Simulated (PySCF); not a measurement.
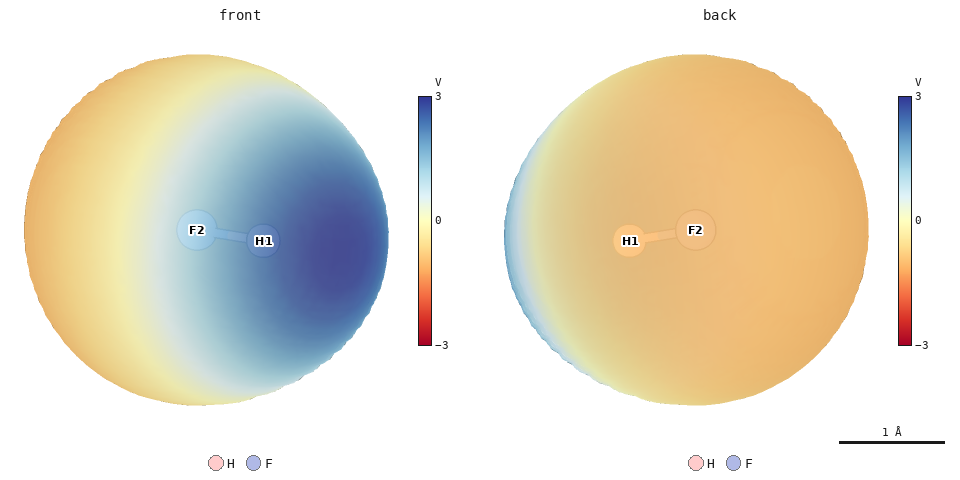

Figure. HF. The molecular electrostatic potential painted on the density surface at 0.001 e/bohr³, seen from the front and from behind; red is negative and blue positive.

Level of theory: PBE0/cc-pVTZ(-PP), non-relativistic Hamiltonian with scalar-relativistic core potentials where named, at a bond length of 0.918 Å in PySCF 2.14.0.

Question: Where is the surface potential most negative and most positive?

Answer: The most negative region (about −1.0 V) lies over F2, the most positive (about +2.9 V) over H1.
